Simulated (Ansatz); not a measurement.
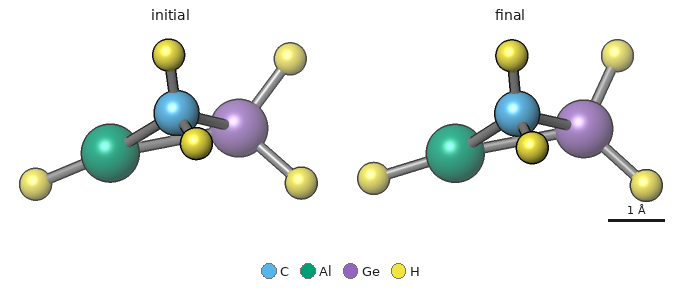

The structure of CH$_{5}$AlGe before (left) and after (right) a relaxation, at one scale.

The picture is a ball-and-stick view, seen from a free direction.

All numbers below come from Ansatz, RKS PBE0-D4/def2-TZVP. Set-up: force threshold 0.005 eV/Å; at most 200 steps.

Question: What changed between the two?

Answer: The largest move after the best rigid fit is that of an H atom, 0.27 Å. By element the largest moves are H 0.27 Å, Ge 0.25 Å, Al 0.15 Å, C 0.04 Å. Near-neighbour distances that change, for instance: C–Ge 2.233 → 2.047 Å, Al–Ge 2.428 → 2.367 Å, Ge–H 1.559 → 1.539 Å, Al–H 1.569 → 1.582 Å. Among the angles between lasting bonds that change: Ge–Al–H 142.6° → 159.7°, H–Ge–H 96.1° → 109.6°, C–Al–H 157.0° → 144.5°. Over 9 accepted moves (10 points after the start) the energy falls by 6.67 kcal/mol. Largest force component: 1.2 eV/Å at the start, 0.0017 eV/Å at the end. The line search rejected the trial step at point 4 of the run.
